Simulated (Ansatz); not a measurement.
The structure in question:

```yaml
crystal:
  lattice:
    - [3.31784, 0.00000, 0.00000]
    - [0.00000, 3.31784, 0.00000]
    - [0.00000, 0.00000, 13.19416]
  atoms:
    - { symbol: Ru, position: [0.00000, 0.00000, 0.00000] }
    - { symbol: Pb, position: [0.50000, 0.50000, 0.13109] }
    - { symbol: Pb, position: [0.00000, 0.00000, 0.36891] }
    - { symbol: Ru, position: [0.50000, 0.50000, 0.50000] }
    - { symbol: Pb, position: [0.00000, 0.00000, 0.63109] }
    - { symbol: Pb, position: [0.50000, 0.50000, 0.86891] }
```

Say what kind of structure these coordinates give.

The formula is RuPb₂. Its lattice is body-centred tetragonal, its space group I4/mmm (No. 139). The cell has 6 atoms, namely 2 Ru, 4 Pb. By contacts within bonding range, the coordination numbers are Ru 12 and Pb 8.

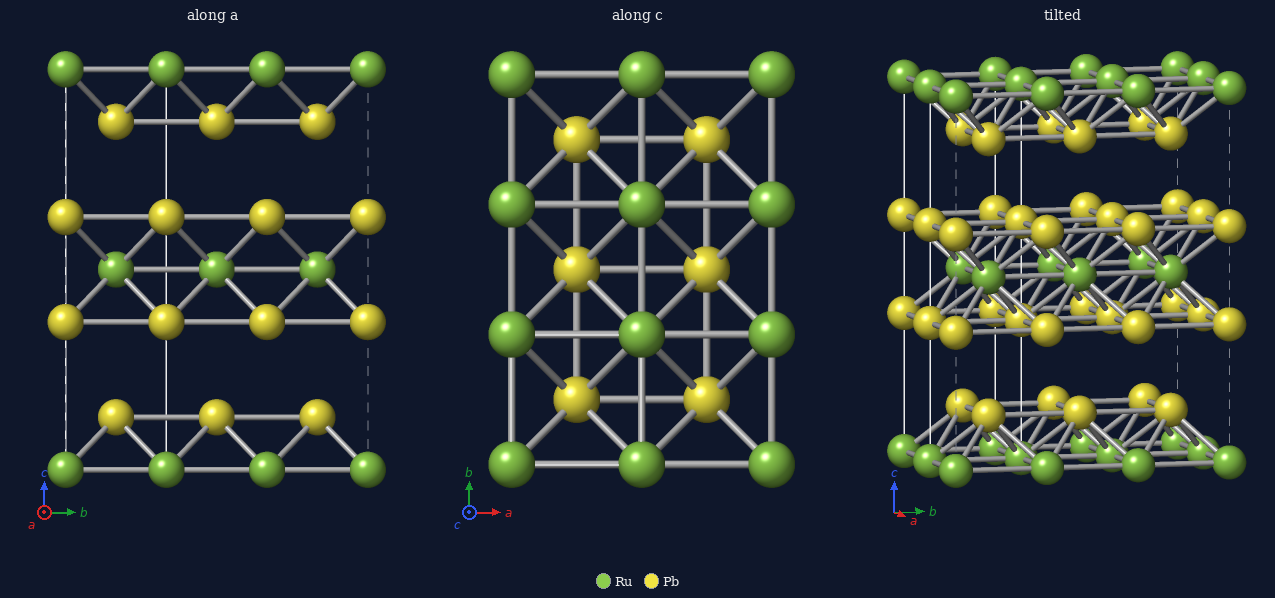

Ball-and-stick representation of a periodic structure, projected along the a axis, along the c axis and slightly off an axis. The structure is repeated 2×3×1 times; solid lines mark one conventional unit cell.

Its origin is a textbook structure type filled with these elements (whether it is the usual form wasn't checked). The geometry was optimised with DFT PBE, scalar-relativistic, plane waves, PAW (Ansatz 0.2.0).
